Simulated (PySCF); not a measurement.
CH₇BGe, SMILES B[CH2][GeH3] at its CAM-B3LYP/def2-SVP optimised geometry (Å):

```
10

B      1.4921    -1.1061     0.0000
C     -0.0432    -1.1061     0.0000
Ge    -0.5765     0.8064     0.0000
H      2.1108    -1.0664     1.0376
H      2.1110    -1.0690    -1.0376
H     -0.5118    -1.5205     0.9046
H     -0.5120    -1.5211    -0.9042
H     -0.0370     1.5211    -1.2470
H     -2.1110     0.8596    -0.0104
H     -0.0537     1.5154     1.2573
```

Computed with PySCF with CAM-B3LYP/def2-TZVP. Cells within 0.4 Å of a nucleus heavier than hydrogen are left out (blank, or x).

Map of the electron localisation function on the plane z = 0.0 Å:

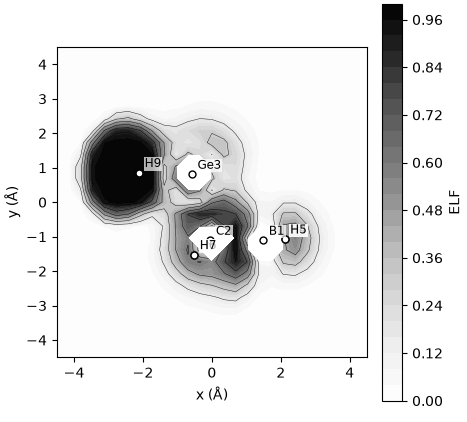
Figure: Electron localisation function on the plane z = 0.0 Å.
